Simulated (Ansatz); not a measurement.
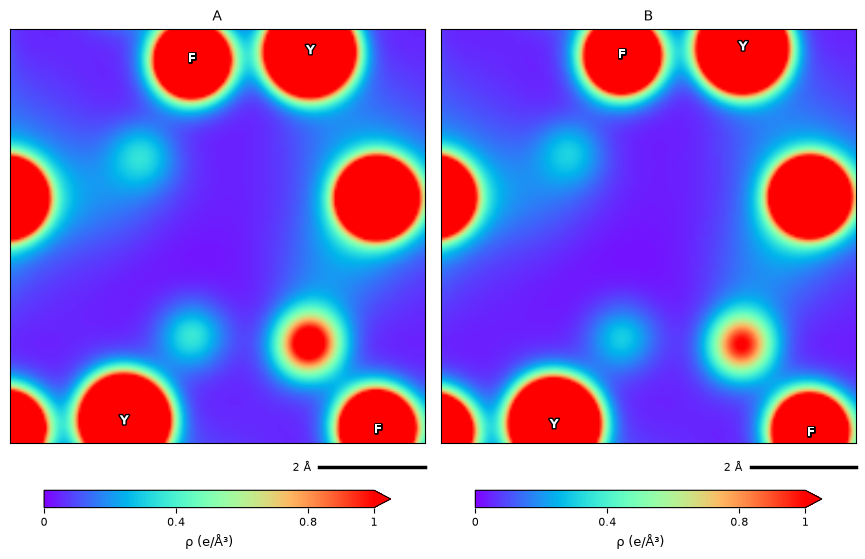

Y₃TaF₂. The valence pseudo-density of two cells that differ in size and shape, on the (101) plane of each (indices in the axes of the calculation cell), at one length scale and on one colour scale: B has 26.7 Å³ an atom and A 25.0.

Space group P-62m; a generated structure, not necessarily the stable one.

These are results of Ansatz 0.2.0, DFT PBE, scalar-relativistic, plane waves, PAW, not measurements.

In a PAW calculation such maps are meaningful between the atoms, not at the nuclei.

### What does the compression do to the bonding and the properties?

From the larger cell to the smaller, Y–F goes from 2.30 to 2.26 Å, and the density at its midpoint from 0.35 to 0.39 e/Å³; the pressure goes from −4.6 to −1.6 GPa.
